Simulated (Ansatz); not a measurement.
**triplet AlH3O: levels of theory compared**

We compute a comparison of 6 runs (U-revPBE/STO-3G, U-wB97M-V/STO-3G, UBHLYP/STO-3G, UPBE/STO-3G, UCCSDT(Q)/STO-3G, UCCSD/STO-3G) of triplet AlH3O. 

The results are computed with Ansatz 0.2.0.

56 further runs of the same task are left out: 56 set aside as unsound or not needed.

### Step 1. The system as given

AlH3O has 5 atoms, charge 0, and is taken as a triplet. SMILES of the parent species: `[H][Al]([H])[OH]`. Geometry: a GFN2-xTB relaxation, a rough one for these elements and not checked as a minimum. That shape belongs to the parent species and isn't relaxed for this state.

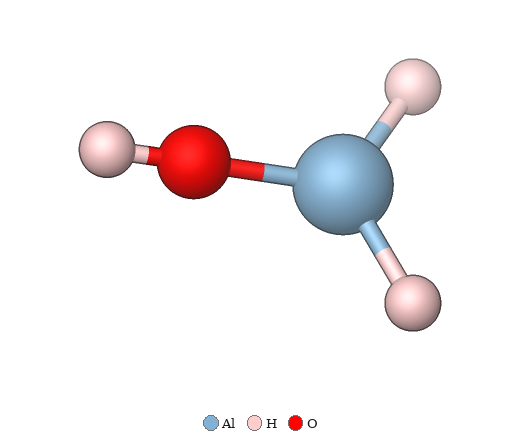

Viewed from a chosen angle; aluminium light blue, hydrogen pink, oxygen red.

### Step 2. A single-point energy at U-revPBE/STO-3G (run 1)

Contents of in.yaml:

```yaml
crystal:
  periodic: [false, false, false]
  atoms:
    - {symbol: Al, position_ang: [0.271770, 0.451120, -0.109270]}
    - {symbol: H, position_ang: [1.798980, 0.417230, -0.221380]}
    - {symbol: H, position_ang: [-0.481020, 1.769010, -0.311810]}
    - {symbol: O, position_ang: [-0.555450, -0.920030, 0.226660]}
    - {symbol: H, position_ang: [-1.034280, -1.717330, 0.415800]}
basis:
  gaussian:
    orbitals: STO-3G
total_charge: 0
magnetization:
  spin_polarized: true
  initial_magnetization: 2
hamiltonian:
  xc: {name: revPBE}
accuracy: high
```

Run with:

```bash
$ ansatz run in.yaml --threads 1 --pin off --max-ram 2610MiB --events-out events.jsonl --progress --plain --runs-dir runs
```

Log:

```text
Warning: RAYON_NUM_THREADS=1 ignored (pool sized by the plan → 1); use --threads N
Functional definition: revPBE
  name "revPBE"
  parameter kappa = 1.245
  parameter beta = 0.06672455060314922
  exchange = pbe_x(kappa = kappa, mu = beta*pi^2/3)
  correlation = pbe_c(beta = beta)
288 factors; integrals over basis functions are off by at most 2.9e-8 eV
mean field evaluation 1: about -8574.1171 eV, gradient 8.4e0 eV
mean field evaluation 2: about -8564.5404 eV, gradient 2.7e1 eV
mean field evaluation 4: about -8574.8619 eV, gradient 2.3e0 eV
mean field evaluation 8: about -8574.9106 eV, gradient 2.0e-1 eV
mean field evaluation 16: about -8574.9114 eV, gradient 1.4e-5 eV
mean field evaluation 32: about -8574.0592 eV, gradient 7.1e0 eV
mean field -8574.91138569 eV, -315.1221811406 hartree, gradient 1.1e-8 eV, S^2 2.000938; 6 other end points of the search recorded, 0 dependent functions left out
reference -8574.91138816 eV, -315.1221812313 hartree; 13, 11 occupied and 4, 6 virtual orbitals, 288 factors
Total energy: -8574.91138816 eV, -315.1221812313 hartree
```

Wall time 3.6 s (1 thread of Intel Xeon Platinum 8259CL at 2.50GHz (Skylake/Cascade Lake), shared host); peak memory 0.14 GiB.

### Step 3. The energy at U-wB97M-V/STO-3G (run 2)

Contents of job.yaml:

```yaml
crystal:
  periodic: [false, false, false]
  atoms:
    - {symbol: Al, position_ang: [0.271770, 0.451120, -0.109270]}
    - {symbol: H, position_ang: [1.798980, 0.417230, -0.221380]}
    - {symbol: H, position_ang: [-0.481020, 1.769010, -0.311810]}
    - {symbol: O, position_ang: [-0.555450, -0.920030, 0.226660]}
    - {symbol: H, position_ang: [-1.034280, -1.717330, 0.415800]}
basis:
  gaussian:
    orbitals: STO-3G
magnetization:
  spin_polarized: true
  initial_magnetization: 2
hamiltonian:
  xc: {name: wB97M-V}
accuracy: high
```

Run with:

```bash
$ ansatz run job.yaml --threads 1 --pin off --max-ram 2610MiB --events-out events.jsonl --progress --plain --runs-dir runs
```

Log (excerpt; [...] marks lines left out):

```text
Warning: RAYON_NUM_THREADS=1 ignored (pool sized by the plan → 1); use --threads N
Functional definition: wB97M-V
  name "wB97M-V"
[...]
  gx(w, u) = 1 - cx + cx01*u + cx10*w
  gss(w, u) = css00 + css04*u^4 + css10*w + css20*w^2 + css43*w^4*u^3
  gos(w, u) = cos00 + cos10*w + (cos20 + cos21*u)*w^2 + (cos60 + cos61*u)*w^6
[...]
      + integral(e_c_pw_mod_opposite_spin*gos(b97_w_opposite, b97_u_opposite)) + vv10(b, c)
288 factors; integrals over basis functions are off by at most 2.9e-8 eV
127 factors; integrals over basis functions are off by at most 8.4e-10 eV
[...]
mean field -8576.58863411 eV, -315.1838188829 hartree, gradient 2.4e-8 eV, S^2 2.002241; 4 other end points of the search recorded, 0 dependent functions left out
reference -8576.58863661 eV, -315.1838189749 hartree; 13, 11 occupied and 4, 6 virtual orbitals, 288 factors
Total energy: -8576.58863661 eV, -315.1838189749 hartree
```

Run time: 23 s. Hardware: 1 thread of Intel Xeon Platinum 8259CL at 2.50GHz (Skylake/Cascade Lake), shared host; peak memory 0.5 GiB.

Runs 3 to 4 aren't shown in full; the table further down has their settings and results.

### Step 4. The energy at UCCSDT(Q)/STO-3G (run 5)

Contents of run.yaml:

```yaml
crystal:
  periodic: [false, false, false]
  atoms:
    - {symbol: Al, position_ang: [0.271770, 0.451120, -0.109270]}
    - {symbol: H, position_ang: [1.798980, 0.417230, -0.221380]}
    - {symbol: H, position_ang: [-0.481020, 1.769010, -0.311810]}
    - {symbol: O, position_ang: [-0.555450, -0.920030, 0.226660]}
    - {symbol: H, position_ang: [-1.034280, -1.717330, 0.415800]}
basis:
  gaussian: {orbitals: STO-3G}
magnetization: {spin_polarized: true, initial_magnetization: 2}
correlation: {method: ccsdt_q, frozen_orbitals: {Al: 5, H: 0, O: 1}}
accuracy: high
scf: {omitted_lower_state_checks: [cluster_reference, increment]}
```

Run with:

```bash
$ ansatz run run.yaml --threads 1 --pin off --max-ram 2610MiB --events-out events.jsonl --progress --plain --runs-dir runs
```

Log:

```text
Warning: RAYON_NUM_THREADS=1 ignored (pool sized by the plan → 1); use --threads N
[... 15 lines left out ...]
6 core orbitals not correlated: weight in the atoms' cores, before any rotation towards them, 0.999 or more for the frozen orbitals, at most 0.000 for the correlated occupied ones
[... 50 lines left out ...]
Total energy: -8555.05181707 eV, -314.3923554548 hartree
Checks for a lower state left out: cluster_reference, increment
```

It took 2.1 s on 1 thread of Intel Xeon Platinum 8259CL at 2.50GHz (Skylake/Cascade Lake), shared host.

### Step 5. The energy at UCCSD/STO-3G (run 6)

Contents of input.yaml:

```yaml
crystal:
  periodic: [false, false, false]
  atoms:
    - {symbol: Al, position_ang: [0.271770, 0.451120, -0.109270]}
    - {symbol: H, position_ang: [1.798980, 0.417230, -0.221380]}
    - {symbol: H, position_ang: [-0.481020, 1.769010, -0.311810]}
    - {symbol: O, position_ang: [-0.555450, -0.920030, 0.226660]}
    - {symbol: H, position_ang: [-1.034280, -1.717330, 0.415800]}
basis:
  gaussian:
    orbitals: STO-3G
magnetization:
  spin_polarized: true
  initial_magnetization: 2
scf:
  omitted_lower_state_checks: [cluster_reference, increment]
correlation:
  method: ccsd
  frozen_orbitals: {Al: 5, H: 0, O: 1}
accuracy: high
```

Run with:

```bash
$ ansatz run input.yaml --threads 1 --pin off --max-ram 2610MiB --events-out events.jsonl --progress --plain --runs-dir runs
```

Log (excerpt; [...] marks lines left out):

```text
Warning: RAYON_NUM_THREADS=1 ignored (pool sized by the plan → 1); use --threads N
Functional definition: HF
  name "HF"
[...]
288 factors; integrals over basis functions are off by at most 2.9e-8 eV
[...]
mean field -8553.05977489 eV, -314.3191492550 hartree, gradient 3.0e-8 eV, S^2 2.019786; 12 other end points of the search recorded, 0 dependent functions left out
6 core orbitals not correlated: weight in the atoms' cores, before any rotation towards them, 0.999 or more for the frozen orbitals, at most 0.000 for the correlated occupied ones
reference -8553.05977489 eV, -314.3191492550 hartree; 7, 5 occupied and 4, 6 virtual orbitals, 288 factors
second order -1.22312826 eV of doubles, -0.00000000 eV of singles
cycle   1  -1.59848212 eV  change   -3.8e-1 eV  update   6.1e-2
[...]
cycle  37  -1.94398670 eV  change  -5.8e-11 eV  update   1.4e-9
Total energy: -8555.00376159 eV, -314.3905894485 hartree
Checks for a lower state left out: cluster_reference, increment
```

Run time: 0.95 s. Hardware: 1 thread of Intel Xeon Platinum 8259CL at 2.50GHz (Skylake/Cascade Lake), shared host.

### Step 6. The series

```tsv
run	level	frozen core orbitals	energy (Eh)	⟨S²⟩	wall time
1	U-revPBE/STO-3G	–	-315.122181	2.001	3.6 s
2	U-wB97M-V/STO-3G	–	-315.183819	2.002	23 s
3	UBHLYP/STO-3G	–	-315.148642	2.003	3.9 s
4	UPBE/STO-3G	–	-314.960711	2.001	5.4 s
5	UCCSDT(Q)/STO-3G	6	-314.392355	2.020	2.1 s
6	UCCSD/STO-3G	6	-314.390589	2.020	0.95 s
```

### Step 7. Results

| quantity | value |
| --- | --- |
| run 6: total energy | -314.39059 Eh |
| run 6: correlation energy (6 core orbitals frozen) | -71.4 mEh |
| run 6: ⟨S²⟩ of the reference determinant | 2.020 |
| run 6: T1 diagnostic | 0.033 |

In words: Totals of different functionals can't be ranked against each other. In runs 1, 2, 3, 4, 5, 6 the basis is minimal, so the values are rough. All runs together took 39 s, the longest 23 s.
